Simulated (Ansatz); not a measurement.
CH3OSe (charge +1)

Input file:

```
crystal:
  periodic: [false, false, false]
  atoms:
    - {symbol: C, position_ang: [-0.638061, -0.158090, 0.687060]}
    - {symbol: O, position_ang: [0.494701, -0.184330, 0.112242]}
    - {symbol: Se, position_ang: [-2.266821, 0.373118, 0.096680]}
    - {symbol: H, position_ang: [-1.811094, 0.754068, -1.258454]}
    - {symbol: H, position_ang: [0.526296, 0.130861, -0.810784]}
    - {symbol: H, position_ang: [-0.611642, -0.524986, 1.725355]}
basis:
  gaussian:
    orbitals: def2-TZVPD
hamiltonian:
  xc: {name: PBE0}
total_charge: 1
output: {forces: true, orbitals: {seedname: orbitals}}
```

Run with:

```sh
ansatz run input.yaml --threads 1 --pin off --max-ram 2610MiB --events-out events.jsonl --progress --plain --runs-dir runs
```

Geometry: PBE0-D3(BJ)/def2-SVP.

The calculation used isolated molecule in a Gaussian basis; Kohn-Sham density functional theory, functional PBE0 in Ansatz 0.2.0.

What can the converged electron density and electron localisation function tell about the bonding?

C–O (1.27 Å): the density is about 2.9 e/Å³ at the midpoint; the ELF peaks at about 0.90 between the atoms: a short, strongly polar bond.
C–Se (1.81 Å): ρ at the midpoint is about 1.3 e/Å³; the ELF peaks at about 0.90 between the atoms; a covalent bond.
O–H (0.98 Å): ρ is about 3.8 e/Å³ halfway; the ELF climbs to about 1 towards the hydrogen, as it does in any bond to H; a covalent bond by its length.
C–H (1.10 Å): the density is about 2.2 e/Å³ at the midpoint; the ELF climbs to about 1 towards the hydrogen (a covalent bond by its length).

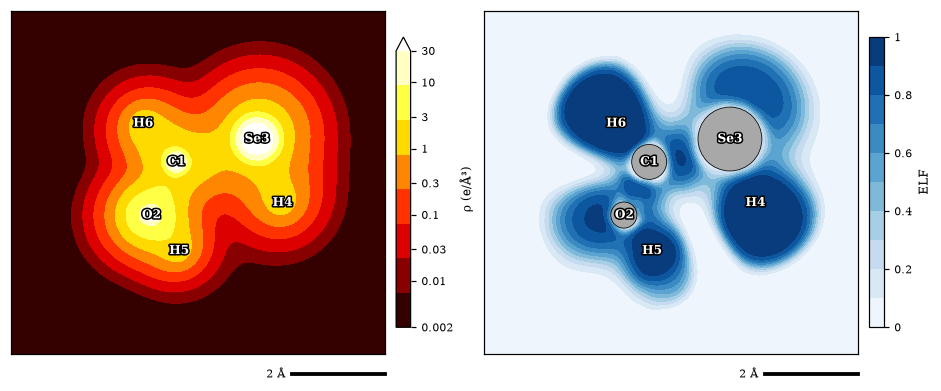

Computed electron density and electron localisation function on the molecular plane, in this order. Grey discs cover the atomic cores in the ELF map. 
